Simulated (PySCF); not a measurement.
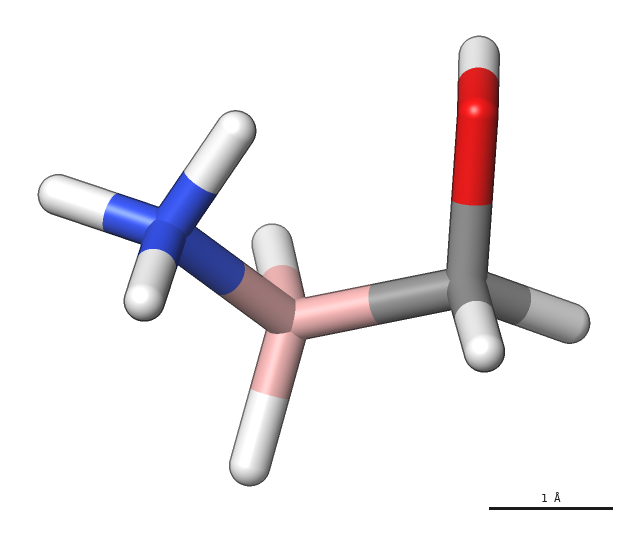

A stick model of a molecule. Every bond is drawn as one stick, whatever its order. Colours: nitrogen blue, boron pink, carbon grey, oxygen red, hydrogen white.

Which formula does it have?

CH8BNO, 12 atoms: 1 carbon, 8 hydrogen, 1 boron, 1 nitrogen and 1 oxygen.

Name some functional groups or characteristic bonds that it holds.

Among them: alcohol, B–H bond.

The parts below concern this one geometry. Atoms keep their numbers from picture to picture. The computed structure is the end point of a PBE0-D3(BJ)/def2-SVP optimisation. No frequency run is at hand to confirm it as a minimum.

## Shape

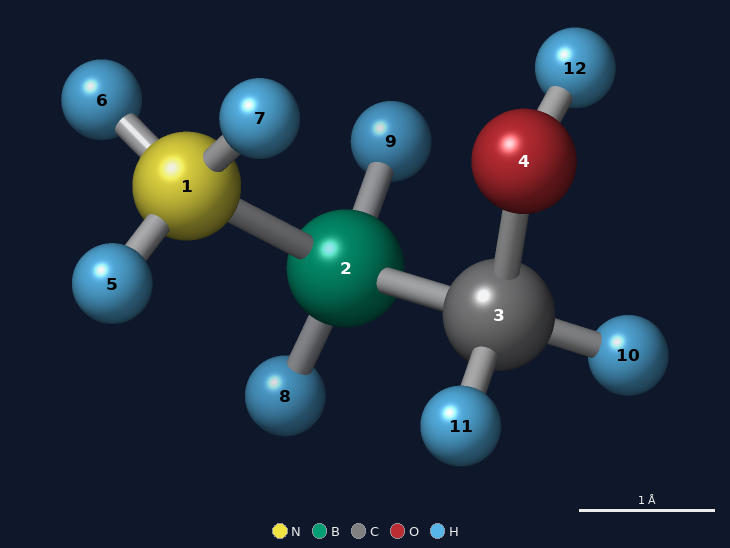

The atoms are numbered. No frequency run is at hand to confirm it as a minimum.

Which atoms are bonded, and how long are the bonds?

```tsv
bond	length (Å)	order
N1–B2	1.631	single
N1–H5	1.020	single
N1–H6	1.018	single
N1–H7	1.034	single
B2–C3	1.615	single
B2–H8	1.225	single
B2–H9	1.233	single
C3–O4	1.444	single
C3–H10	1.105	single
C3–H11	1.105	single
O4–H12	0.964	single
```

## NMR shielding

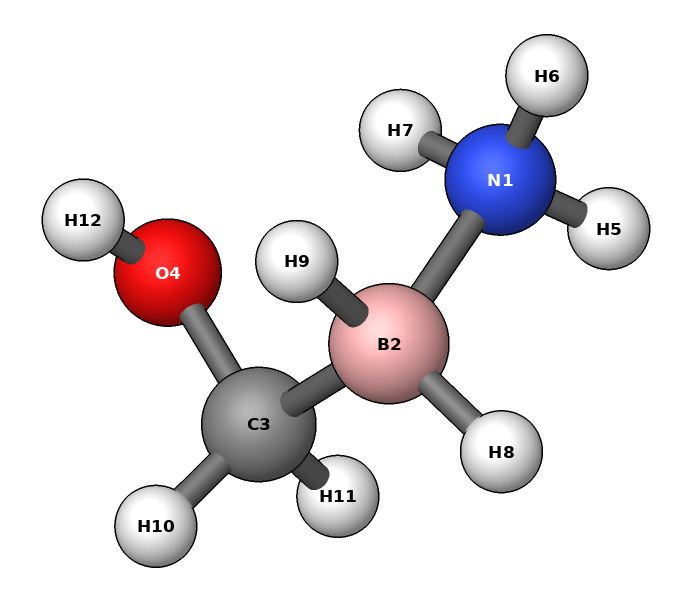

No frequency run is at hand to confirm it as a minimum. Level of theory: GIAO BLYP/pcSseg-2 NMR shielding, non-relativistic, gas phase (PySCF 2.14.0). Principal shieldings σ11 ≤ σ22 ≤ σ33, span Ω = σ33 − σ11, skew κ = 3(σiso − σ22)/Ω.

Give the shielding tensors of the B atoms.

```
atom    σ11    σ22    σ33   σiso     Ω      κ
  B2  100.7  109.6  117.1  109.1  16.4  −0.09
```

Shieldings and span in ppm.

## Charges

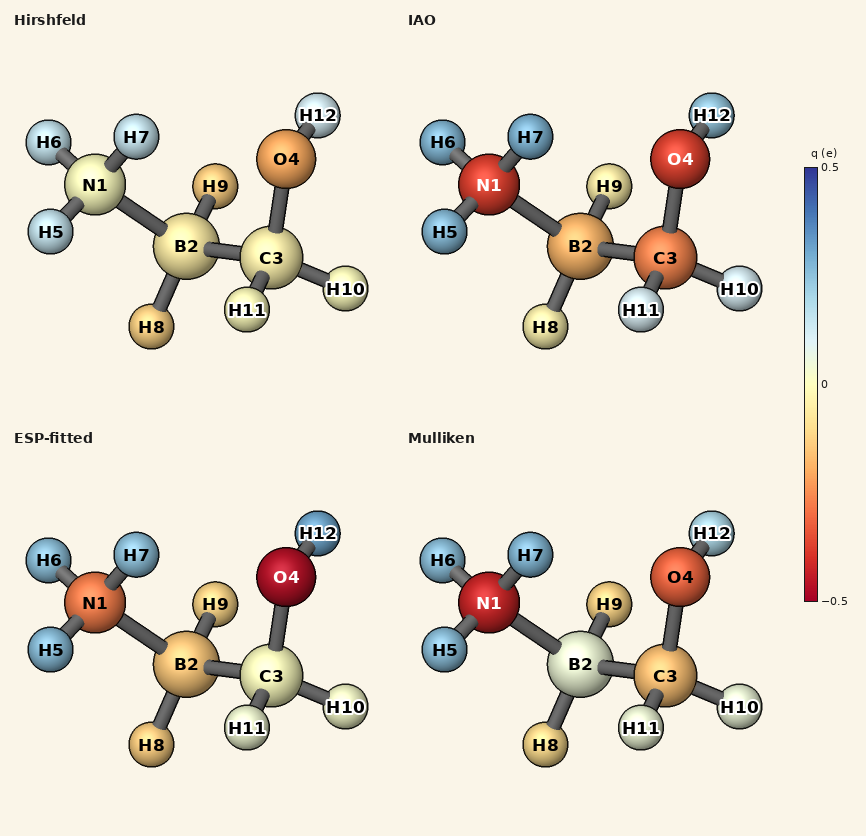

Atomic charges of one calculation by 4 schemes, on one colour scale. No frequency run is at hand to confirm it as a minimum. Level of theory: PBE0/STO-3G (PySCF 2.14.0).

On which atom do the schemes disagree most?

On N1 (from −0.42 to 0.00 e).

List the charges (e), one line for each set of equivalent atoms.

```tsv
atom	Hirshfeld	IAO	ESP-fitted	Mulliken
N1	0.00	−0.37	−0.27	−0.42
B2	−0.05	−0.18	−0.14	0.05
C3	−0.04	−0.26	0.00	−0.16
O4	−0.20	−0.37	−0.46	−0.31
H5	0.14	0.26	0.26	0.26
H6	0.15	0.27	0.25	0.26
H7	0.14	0.28	0.25	0.27
H8	−0.12	−0.03	−0.13	−0.10
H9	−0.13	−0.05	−0.11	−0.12
H10	0.00	0.11	0.02	0.05
H11	−0.01	0.11	0.04	0.04
H12	0.11	0.23	0.30	0.19
```

## Electronic properties

No frequency run is at hand to confirm it as a minimum. Properties computed with PBE/pcSseg-2, gas phase (PySCF 2.14.0).

Predict the main results.

- dipole moment: 3.66 D
- HOMO energy (Kohn–Sham orbital): −5.49 eV
- LUMO energy (Kohn–Sham orbital): −0.87 eV
- HOMO–LUMO gap: 4.62 eV

Mulliken values depend strongly on the basis set and can even reverse the polarity of a bond.
